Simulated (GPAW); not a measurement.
Band structure of LaTe (Fm-3m, 2 atoms in the cell).

```yaml
crystal:
  lattice:
    - [0.00000, 3.24713, 3.24713]
    - [3.24713, 0.00000, 3.24713]
    - [3.24713, 3.24713, 0.00000]
  atoms:
    - { symbol: La, position: [0.00000, 0.00000, 0.00000] }
    - { symbol: Te, position: [0.50000, 0.50000, 0.50000] }
```

Method: LDA (Perdew-Wang 92), GPAW PAW datasets LDA (gpaw-data 1.0.1) (plane waves; GPAW).

Settings: mode = pw; ecut = 850 eV; xc = LDA; kpts = 9 9 9; mesh shift (steps) = 0 0 0; occupations.name = fermi-dirac; occupations.width = 0.136 eV; nbands = -8; symmetry.symmorphic = false; symmetry.tolerance = 0.0005; maxiter = 100; bandpath_npoints = 40.

The starting cell comes from a database of computed structures (which also holds hypothetical and non-ambient phases and stackings), without a prior relaxation at this level. Spin-orbit coupling is off.

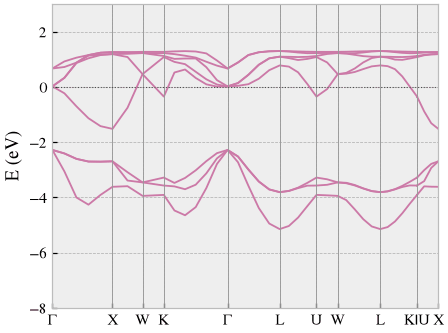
Figure: Bands along the path, energies from the Fermi level.

Levels in eV from the Fermi level, bands 5 to 12:
```
point       5      6      7      8      9    10    11    12
-----  ------  -----  -----  -----  -----  ----  ----  ----
Γ      -12.29  -2.29  -2.29  -2.29   0.02  0.02  0.02  0.66
X      -11.95  -3.62  -2.70  -2.70  -1.52  1.18  1.18  1.26
W      -11.69  -3.95  -3.46  -3.46   0.46  0.46  1.22  1.22
K      -11.71  -3.91  -3.57  -3.29  -0.35  1.08  1.12  1.22
L      -11.27  -5.15  -3.81  -3.81   0.77  1.09  1.09  1.29
U      -11.71  -3.91  -3.57  -3.29  -0.35  1.08  1.12  1.22
```

Bands cross the Fermi level along this path, so the cell is metallic at this level.
